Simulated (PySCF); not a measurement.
# H₃SSi, doublet, SMILES `[SiH2]S`: electronic structure

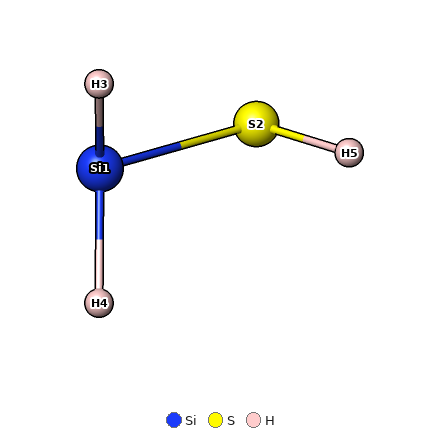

The molecule, with its atoms numbered as below. No frequency check shows the geometry to be a minimum.

Geometry (Å), atoms numbered from 1:

```
Si1      1.0798   -0.0006    0.0821
S2      -1.0666   -0.0008    0.0691
H3       1.5888    1.2309   -0.4938
H4       1.5888   -1.2232   -0.5128
H5      -1.2301    0.0143   -1.2488
```

Part 1: Bonding charge

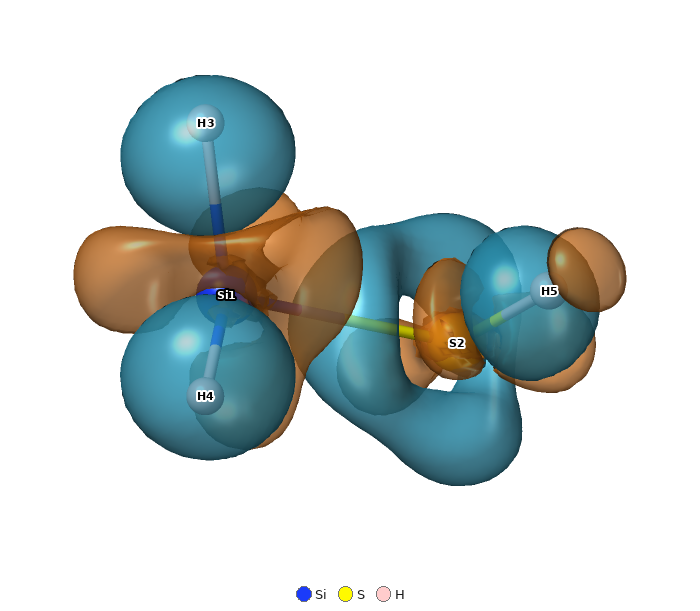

Deformation density (molecule less spherical, spin-averaged free atoms at the same positions), surfaces at ±0.05 e/Å³; light blue: gain, orange: loss.

Level of theory: TPSSh/def2-TZVP (PySCF), at a geometry from GFN2-xTB. The stability of the open-shell solution wasn't checked. GFN2-xTB doesn't know the spin state, so this open-shell geometry is rough.

Q: How much density has each bond gained at its critical point, relative to the free atoms?

A: S2–H5: +0.40 e/Å³ at the bond critical point (bond length 1.33 Å, Mayer order 0.9). Si1–H3 and Si1–H4: +0.23 e/Å³ at the bond critical point (bond length 1.45 Å, Mayer order 0.9). Si1–S2: +0.10 e/Å³ at the bond critical point (bond length 2.15 Å, Mayer order 1.2). In all, 1.1 electrons gather in the regions of gain relative to the promolecule. A small or negative value marks a very polar bond, one between electron-rich atoms, whose free-atom densities already overlap strongly, a long bond to a heavier atom, or a closed-shell contact such as a hydrogen bond.

Q: Where do the Hirshfeld charges lie?

A: The highest Hirshfeld charge is on Si1 (+0.24 e), the lowest on S2 (−0.14 e).

Part 2: Bond critical points

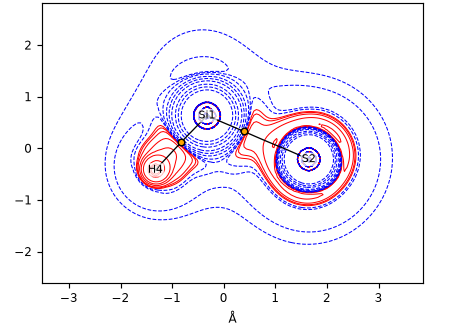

Negative Laplacian of the density (−∇²ρ) in the plane of Si1, S2 and H4 (solid red lines positive, dashed blue lines negative, contours at ±0.02 to ±8 a.u.), with bond paths and bond critical points (dots).

Q: Sort the bonds in the plane by the sign of ∇²ρ at their critical points.

A: At none is it concentrated. Depleted (∇²ρ > 0): Si1–H4 (+0.21 a.u., H = −0.079); Si1–S2 (+0.10 a.u., H = −0.056). A positive Laplacian with clearly negative H marks a strongly polar covalent bond, whose critical point lies close to the core of the less electronegative atom.

Q: Where along Si1–S2 does the critical point lie?

A: 0.77 Å from Si1 and 1.38 Å from S2.

Part 3: Local ionisation energy

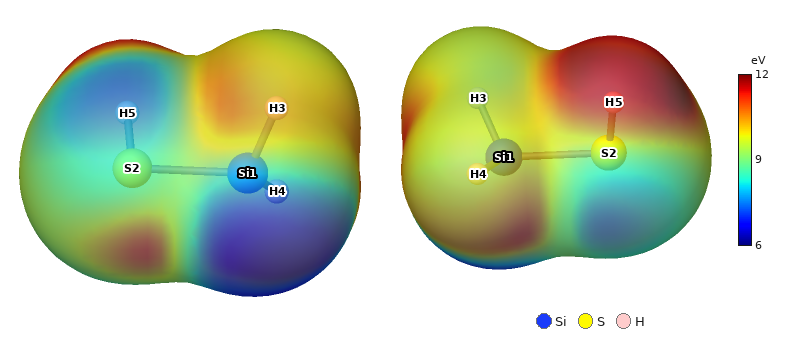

Average local ionisation energy on the surface of electron density 0.001 a.u. (back view left, front view right).

Q: Where are the most loosely bound electrons on this surface?

A: The lowest value is 6.5 eV, 2.4 Å from Si1. Further minima include 7.6 eV, 2.3 Å from S2, and at like points elsewhere; 9.2 eV, near H4 (2.04 Å), H3 (2.09 Å) and Si1 (2.19 Å). For comparison, the highest occupied orbital lies at −6.0 eV.

Part 4: Spin density

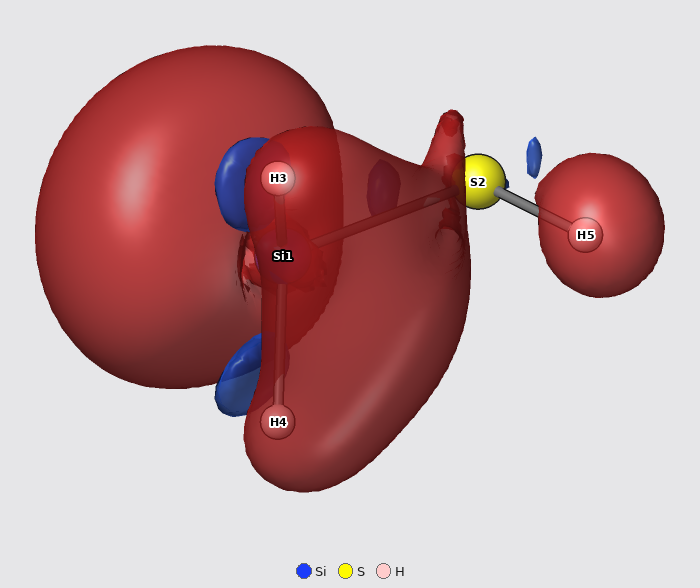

Spin density ρα − ρβ at ±0.01 e/Å³ (red: excess α, blue: excess β).

Q: Where is the unpaired spin?

A: Hirshfeld spin populations: Si1 +0.82, S2 +0.05 and H3 and H4 +0.05. ⟨S²⟩ = 0.75, as for a pure state. The picture also shows regions of β spin from spin polarisation; the Hirshfeld sums, whose atoms overlap, net them against the α spin of neighbours.

Part 5: In an electric field

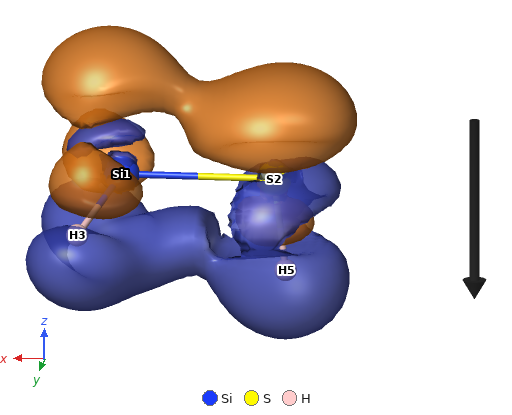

Change of the electron density in a uniform field of 0.51 V/Å along −z (arrow), surfaces at ±0.003 e/Å³ (orange: gain, blue: loss).

Method: PBE0/def2-SVPD; geometry: GFN2-xTB; program: PySCF. The stability of the open-shell solution wasn't checked. GFN2-xTB doesn't know the spin state, so this open-shell geometry is rough.

Q: How large is the response?

A: The induced dipole is 1.17 D (along the field); α along this axis, from the fields in both directions, is 46 bohr³ (6.8 Å³).

Q: Which atoms gain and lose the most charge?

A: Electrons gather most on Si1 (Hirshfeld charge changes by −0.024 e) and leave H5 most (+0.025 e); 0.106 electrons are displaced in all.
